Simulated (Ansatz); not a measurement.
# CH2O2Si: vertical ionisation energy

How much energy removes an electron from CH2O2Si at fixed geometry? The cation is run at each level and the neutral's energy taken from earlier runs.

Method: unrestricted cation, the program's frozen cores in correlated methods; program: Ansatz 0.2.0, Gaussian basis.

Plan: UKS PBE-D4/def2-TZVPP; UKS r2SCAN-D4/def2-TZVPP; UKS PBE0-D4/def2-TZVPP; UKS B3LYP-D4/def2-TZVPP; UKS wB97X-V/def2-TZVPP; UKS wB97M-V/def2-TZVPP; UKS B2PLYP/def2-TZVPP; UHF-CCSD(T)/def2-TZVPP; UHF-MP2/def2-QZVPP; extrapolation to the limit; then −ε(HOMO) from the neutral's earlier runs with LDA (SPW92), PBE-D4, revPBE-D4, BLYP-D4, r2SCAN-D4, B97M-V, PBE0-D4, B3LYP-D4, r2SCANh-D4, r2SCAN0-D4, HSE06-D4, BHLYP-D4, CAM-B3LYP-D4, LC-ωPBE, ωB97X-V, ωB97M-V.

**1. Structure used throughout**

An earlier PBE0-D4 in a triple-zeta def2 set relaxation fixed the geometry.

6 atoms, charge 0, spin multiplicity 1.

Atoms are counted from 1 here; the program's logs count them from 0.

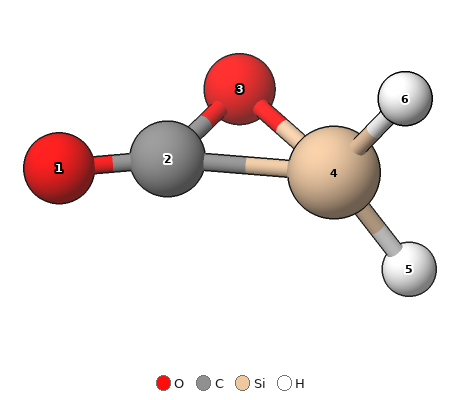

The structure; oxygen red, carbon grey, silicon light orange, hydrogen white; atoms are numbered from 1 in the order of the file.

**2. Cation, UKS PBE-D4/def2-TZVPP**

File in.yaml:

```yaml
crystal:
  periodic: [false, false, false]
  atoms:
    - {symbol: O, position_ang: [1.262371, -1.666579, 0.916653]}
    - {symbol: C, position_ang: [0.559832, -0.862170, 0.414520]}
    - {symbol: O, position_ang: [-0.629737, -0.998145, -0.249641]}
    - {symbol: Si, position_ang: [-0.201567, 0.667204, -0.211303]}
    - {symbol: H, position_ang: [0.133837, 1.265883, -1.520621]}
    - {symbol: H, position_ang: [-1.082637, 1.529708, 0.604192]}
basis:
  gaussian: {orbitals: def2-TZVPP}
total_charge: 1
magnetization: {spin_polarized: true, initial_magnetization: 1}
hamiltonian: {xc: pbe, dispersion: d4}
```

Run with:

```
$ ansatz run in.yaml --threads 2 --pin off --events-out ev --progress --plain --max-ram 4352MiB
```

After this run come: Cation, UKS r2SCAN-D4/def2-TZVPP; Cation, UKS PBE0-D4/def2-TZVPP; Cation, UKS B3LYP-D4/def2-TZVPP; Cation, UKS wB97X-V/def2-TZVPP; Cation, UKS wB97M-V/def2-TZVPP; Cation, UKS B2PLYP (frozen core)/def2-TZVPP; Cation, UHF-CCSD(T)/def2-TZVPP; Cation, UHF-MP2/def2-QZVPP.

Q: Predict the results of all the runs planned. Wanted: ionisation energy, CCSD(T)/CBS; nearest functional by difference; nearest −ε(HOMO); −ε(HOMO) of PBE; T1 of the cation.

**Answer**, as computed:

```
                        quantity                value
  ionisation energy, CCSD(T)/CBS             10.06 eV
nearest functional by difference  B3LYP-D4 (-0.17 eV)
                nearest −ε(HOMO)   LC-ωPBE (+0.05 eV)
                 −ε(HOMO) of PBE              6.18 eV
                T1 of the cation                0.045
```

Energy differences with functionals land within 0.37 eV of the reference. −ε(HOMO) of PBE misses by 3.9 eV, since self-interaction lifts the level. Among orbital estimates LC-ωPBE comes nearest. Hartree-Fock falls 1.20 eV short, as the neutral has more correlation energy than the cation. The cation's T1 (from the report) is 0.045, above the customary mark of 0.045 for open shells, so the coupled-cluster value is less safe.
